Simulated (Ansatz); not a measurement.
## Electronic structure of Ag3S (charge +1, triplet) in real space

The calculation's input:

```
crystal:
  periodic: [false, false, false]
  atoms:
    - {symbol: Ag, position_ang: [2.331117, -0.871159, -0.015581]}
    - {symbol: Ag, position_ang: [-1.918889, -1.582044, -0.099646]}
    - {symbol: Ag, position_ang: [-0.411966, 2.452610, 0.116699]}
    - {symbol: S, position_ang: [-0.000261, 0.000594, -0.001472]}
basis:
  gaussian: {orbitals: def2-TZVP, initial_orbitals: start.molden}
total_charge: 1
magnetization: {spin_polarized: true, initial_magnetization: 2}
hamiltonian: {xc: pbe0, dispersion: d4}
scf: {omitted_lower_state_checks: [starts]}
output: {orbitals: {seedname: orbitals}}
```

Command:

```sh
ansatz run in.yaml --threads 4 --pin off --events-out ev --progress --plain --max-ram 3916MiB
```

Geometry: B3LYP-D4/def2-SVP; core potentials replace the inner electrons of Ag.

The calculation used UKS PBE0-D4/def2-TZVP in Ansatz.

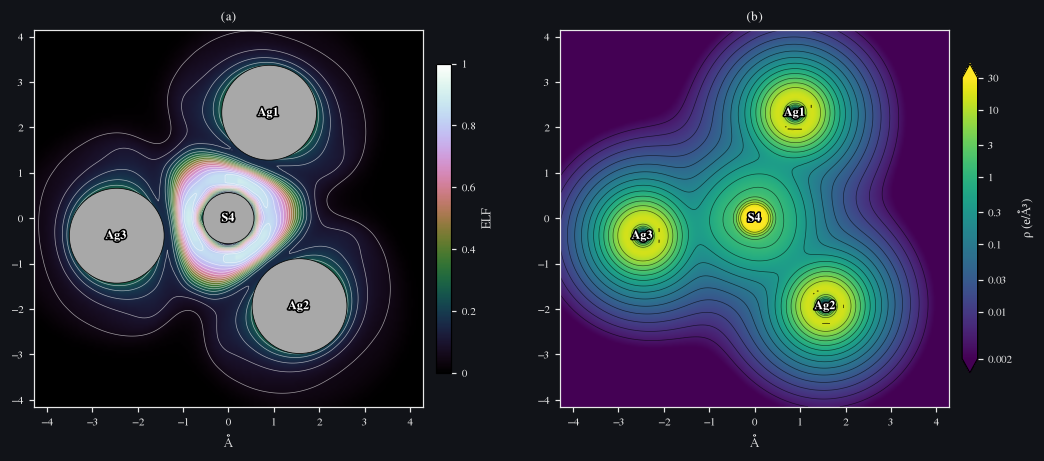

Figure 1. (a) ELF; (b) electron density on the molecular plane. Grey discs cover the atomic cores in the ELF map.

What do the fields say about this system?

Answer. The plane passes through Ag and S nuclei.
Ag–S (2.49 Å): ρ is about 0.43 e/Å³ halfway; the ELF peaks at about 0.90 in the valence shell of S, 0.8 Å from its nucleus, and is about 0.25 at the midpoint.

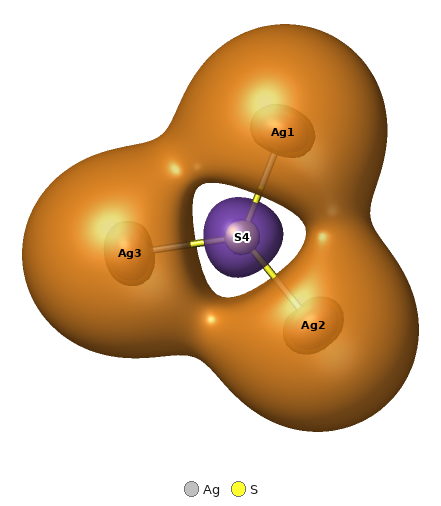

Figure 2. The HOMO (α) at ±0.04 Å⁻³ᐟ² (orange and purple are the two phases), seen across its widest extent.

Where does this orbital lie, and at what energy?

Answer. By Hirshfeld shares it lies mainly on Ag1 (about 30 %), Ag2 (about 30 %), Ag3 (about 30 %) and S4 (about 10 %); it is symmetric in the molecular plane (an in-plane orbital: σ, lone-pair or in-plane π type). Its energy is −8.46 eV.

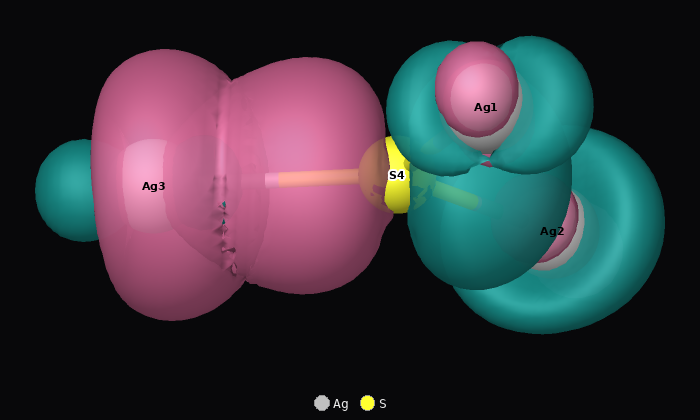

Figure 3. The HOMO (β) at ±0.1 Å⁻³ᐟ² (teal and pink are the two phases), seen from one side.

Where does this orbital lie, and at what energy?

Answer. Its weight (Hirshfeld) is mainly on S4 (about 40 %), Ag3 (about 35 %), Ag2 (about 15 %) and Ag1 (about 15 %); it is symmetric in the molecular plane (an in-plane orbital: σ, lone-pair or in-plane π type). It is one of a degenerate set, so its orientation is arbitrary. Its energy is −11.97 eV.
